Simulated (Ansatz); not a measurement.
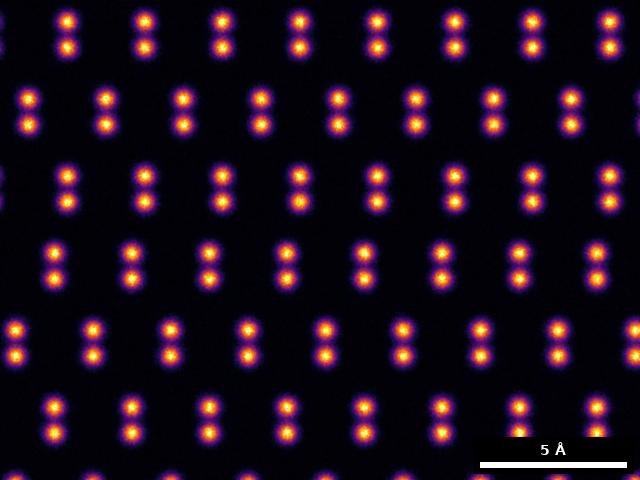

HAADF-like image of Cd (P6_3/mmc, No. 194) along [101]. The image is simulated as a sum over atoms of Z^1.7, blurred by a 0.50 Å probe (no channelling). Shot noise was added.

One planar defect was built into the perfect crystal by geometry alone, without relaxation. Host structure: coordinates from a relaxation at fixed volume with Ansatz 0.2.0, DFT HSE06, scalar-relativistic, plane waves, PAW.

Question: Find the planar defect and say what kind it is.

Answer: A planar fault (a stacking fault) runs horizontally about 8 Å below the top edge. The part above it is shifted along the boundary by 2/3 of the 2.66 Å repeat of the rows (1.8 Å to the right, the same as 0.9 Å to the left); both parts keep the same orientation.
